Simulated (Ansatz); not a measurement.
# doublet [InH3]+ at 6 levels

We compute a comparison of 6 runs (UHF/def2-TZVP, UB3LYP/def2-TZVP, UBLYP/def2-TZVP, UPBE0/def2-TZVP, UBCCD(T)/def2-TZVP, UCCSD/def2-TZVP) of doublet [InH3]+. 

Program for the calculation: Ansatz 0.2.0.

32 further runs of the same task are left out: 3 that didn't finish, 29 set aside as unsound or not needed.

**1. The structure to begin with**

The species is [InH3]+ (4 atoms), meant as a doublet with charge +1. As SMILES of the parent species, `[InH3]`. The coordinates come from a PBE0-D4/def2-TZVP relaxation. That shape belongs to the parent species and isn't relaxed for this state.

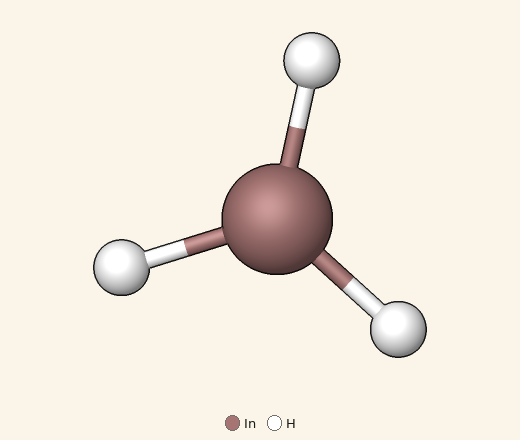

Viewed from a chosen angle; indium brown, hydrogen white.

**2. A single-point energy at UHF/def2-TZVP (core potential) (run 1)**

The input, input.yaml:

```yaml
crystal:
  periodic: [false, false, false]
  atoms:
    - symbol: In
      position_ang: [0.013900, -0.015100, -0.005100]
    - symbol: H
      position_ang: [0.415500, 1.516000, 0.678200]
    - symbol: H
      position_ang: [-1.095600, -0.107300, -1.321400]
    - symbol: H
      position_ang: [0.721800, -1.454000, 0.628000]
basis:
  gaussian:
    orbitals: def2-TZVP
hamiltonian:
  xc: hf
accuracy: high
total_charge: 1
magnetization:
  spin_polarized: true
  initial_magnetization: 1
output:
  orbitals: {seedname: orbitals}
```

On the command line:

```console
ansatz run input.yaml --threads 1 --pin off --max-ram 3480MiB --events-out events.jsonl --progress --plain --runs-dir runs
```

Standard output:

```text
Warning: RAYON_NUM_THREADS=1 ignored (pool sized by the plan → 1); use --threads N
Functional definition: HF
  name "HF"
  exchange = exact_x
  correlation = 0
1334 factors; integrals over basis functions are off by at most 2.7e-9 eV
mean field evaluation 1: about -5184.0950 eV, gradient 8.4e0 eV
mean field evaluation 2: about -5184.0963 eV, gradient 8.4e0 eV
mean field evaluation 4: about -5184.9764 eV, gradient 1.9e0 eV
mean field evaluation 8: about -5185.0583 eV, gradient 1.7e-1 eV
mean field evaluation 16: about -5184.9732 eV, gradient 1.9e0 eV
mean field evaluation 32: about -5185.0005 eV, gradient 1.3e0 eV
mean field evaluation 64: about -5185.0513 eV, gradient 8.4e-2 eV
mean field evaluation 96: about -5185.0546 eV, gradient 3.6e-1 eV
mean field evaluation 128: about -5185.0011 eV, gradient 1.3e0 eV
mean field evaluation 160: about -5185.0513 eV, gradient 8.3e-2 eV
mean field evaluation 192: about -5185.0550 eV, gradient 3.6e-1 eV
mean field evaluation 224: about -5185.0647 eV, gradient 6.1e-2 eV
mean field evaluation 256: about -5185.0675 eV, gradient 4.8e-2 eV
mean field evaluation 288: about -5185.0704 eV, gradient 1.8e-3 eV
mean field -5185.07042641 eV, -190.5478236038 hartree, gradient 9.9e-8 eV, S^2 0.874103; 4 other end points of the search recorded, 0 dependent functions left out
reference -5185.07042641 eV, -190.5478236038 hartree; 12, 11 occupied and 56, 57 virtual orbitals, 1334 factors
Total energy: -5185.07042641 eV, -190.5478236038 hartree
```

Wall time 6.6 s (1 thread of Arm Neoverse V2, shared host); peak memory 0.15 GiB.

**3. The energy at UB3LYP/def2-TZVP (core potential) (run 2)**

The input, run.yaml:

```yaml
crystal:
  periodic: [false, false, false]
  atoms:
    - {symbol: In, position_ang: [0.013900, -0.015100, -0.005100]}
    - {symbol: H, position_ang: [0.415500, 1.516000, 0.678200]}
    - {symbol: H, position_ang: [-1.095600, -0.107300, -1.321400]}
    - {symbol: H, position_ang: [0.721800, -1.454000, 0.628000]}
basis:
  gaussian:
    orbitals: def2-TZVP
total_charge: 1
magnetization:
  spin_polarized: true
  initial_magnetization: 1
hamiltonian:
  xc: {name: B3LYP}
accuracy: high
output: {orbitals: {seedname: orbitals}}
```

On the command line:

```console
ansatz run run.yaml --threads 1 --pin off --max-ram 3480MiB --events-out events.jsonl --progress --plain --runs-dir runs
```

Standard output, shortened:

```text
Warning: RAYON_NUM_THREADS=1 ignored (pool sized by the plan → 1); use --threads N
Functional definition: B3LYP
  name "B3LYP"
[...]
1334 factors; integrals over basis functions are off by at most 2.7e-9 eV
[...]
mean field -5213.06466404 eV, -191.5765928615 hartree, gradient 1.1e-8 eV, S^2 0.778616; 6 other end points of the search recorded, 0 dependent functions left out
reference -5213.06469834 eV, -191.5765941218 hartree; 12, 11 occupied and 56, 57 virtual orbitals, 1334 factors
Total energy: -5213.06469834 eV, -191.5765941218 hartree
```

Wall time 32 s (1 thread of Arm Neoverse V2, shared host); peak memory 0.23 GiB.

Run 3 isn't shown in full; the table further down has it.

**4. A single-point energy at UPBE0/def2-TZVP (core potential) (run 4)**

Changes to run.yaml since step 3:

```diff
@@ -10,3 +10,6 @@
     orbitals: def2-TZVP
-total_charge: 1
+output:
+  orbitals: {seedname: orbitals}
+hamiltonian:
+  xc: {name: PBE0}
 magnetization:
@@ -14,5 +17,3 @@
   initial_magnetization: 1
-hamiltonian:
-  xc: {name: B3LYP}
 accuracy: high
-output: {orbitals: {seedname: orbitals}}
+total_charge: 1
```

On the command line:

```console
ansatz run run.yaml --threads 1 --pin off --max-ram 3480MiB --events-out events.jsonl --progress --plain --runs-dir runs
```

Standard output:

```text
Warning: RAYON_NUM_THREADS=1 ignored (pool sized by the plan → 1); use --threads N
Functional definition: PBE0
  name "PBE0"
  parameter a = 0.25
  parameter kappa = 0.804
  parameter beta = 0.06672455060314922
  exchange = (1 - a)*pbe_x(kappa = kappa, mu = beta*pi^2/3) + a*exact_x
  correlation = pbe_c(beta = beta)
1334 factors; integrals over basis functions are off by at most 2.7e-9 eV
mean field evaluation 1: about -5210.3522 eV, gradient 8.5e0 eV
mean field evaluation 2: about -5210.5264 eV, gradient 7.9e0 eV
mean field evaluation 4: about -5210.9178 eV, gradient 9.1e-1 eV
mean field evaluation 8: about -5210.9440 eV, gradient 1.2e-1 eV
mean field evaluation 16: about -5210.9442 eV, gradient 1.9e-2 eV
mean field evaluation 32: about -5210.9391 eV, gradient 3.0e-1 eV
mean field evaluation 64: about -5210.9446 eV, gradient 4.7e-8 eV
mean field -5210.94456588 eV, -191.4986806909 hartree, gradient 5.0e-8 eV, S^2 0.761740; 6 other end points of the search recorded, 0 dependent functions left out
reference -5210.94456853 eV, -191.4986807883 hartree; 12, 11 occupied and 56, 57 virtual orbitals, 1334 factors
Total energy: -5210.94456853 eV, -191.4986807883 hartree
```

It took 26 s on 1 thread of Arm Neoverse V2, shared host; peak memory 0.22 GiB.

Run 5 isn't shown in full; the table further down has it.

**5. The energy at UCCSD/def2-TZVP (core potential) (run 6)**

The input, input.yaml:

```yaml
crystal:
  periodic: [false, false, false]
  atoms:
    - {symbol: In, position_ang: [0.013900, -0.015100, -0.005100]}
    - {symbol: H, position_ang: [0.415500, 1.516000, 0.678200]}
    - {symbol: H, position_ang: [-1.095600, -0.107300, -1.321400]}
    - {symbol: H, position_ang: [0.721800, -1.454000, 0.628000]}
basis:
  gaussian:
    orbitals: def2-TZVP
magnetization:
  spin_polarized: true
  initial_magnetization: 1
correlation:
  method: ccsd
  frozen_orbitals: {H: 0, In: 4}
accuracy: high
scf:
  omitted_lower_state_checks: [cluster_reference, increment]
total_charge: 1
```

On the command line:

```console
ansatz run input.yaml --threads 1 --pin off --max-ram 3480MiB --events-out events.jsonl --progress --plain --runs-dir runs
```

Standard output:

```text
Warning: RAYON_NUM_THREADS=1 ignored (pool sized by the plan → 1); use --threads N
[... 15 lines left out ...]
4 core orbitals not correlated: weight in the atoms' cores, before any rotation towards them, 1.000 or more for the frozen orbitals, at most 0.000 for the correlated occupied ones
[... 28 lines left out ...]
Total energy: -5192.78253491 eV, -190.8312383635 hartree
Checks for a lower state left out: cluster_reference, increment
```

It took 17 s on 1 thread of Arm Neoverse V2, shared host; peak memory 0.5 GiB.

**6. The series**

```
run                                level  frozen core orbitals  energy (Eh)  HOMO energy (eV)   ⟨S²⟩  wall time
  1       UHF/def2-TZVP (core potential)                     –  -190.547824            -16.65  0.874      6.6 s
  2    UB3LYP/def2-TZVP (core potential)                     –  -191.576594            -14.27  0.779       32 s
  3     UBLYP/def2-TZVP (core potential)                     –  -191.460828            -13.37  0.756       18 s
  4     UPBE0/def2-TZVP (core potential)                     –  -191.498681            -14.39  0.762       26 s
  5  UBCCD(T)/def2-TZVP (core potential)                     4  -190.838611                 –  0.874       30 s
  6     UCCSD/def2-TZVP (core potential)                     4  -190.831238                 –  0.874       17 s
```

**7. What came out**

```
                                          quantity          value
                               run 6: total energy  -190.83124 Eh
run 6: correlation energy (4 core orbitals frozen)     -283.4 mEh
          run 6: ⟨S²⟩ of the reference determinant          0.874
                              run 6: T1 diagnostic          0.024
```

Below the UHF energy at the same shape and in the same basis (def2-TZVP): UBCCD(T) -290.8 mEh; UCCSD -283.4 mEh. Totals of different functionals can't be ranked against each other. Spin contamination of the reference: run 5 ⟨S²⟩ = 0.87, run 6 ⟨S²⟩ = 0.87, run 1 ⟨S²⟩ = 0.87. All runs together took 2.2 min, the longest 32 s.
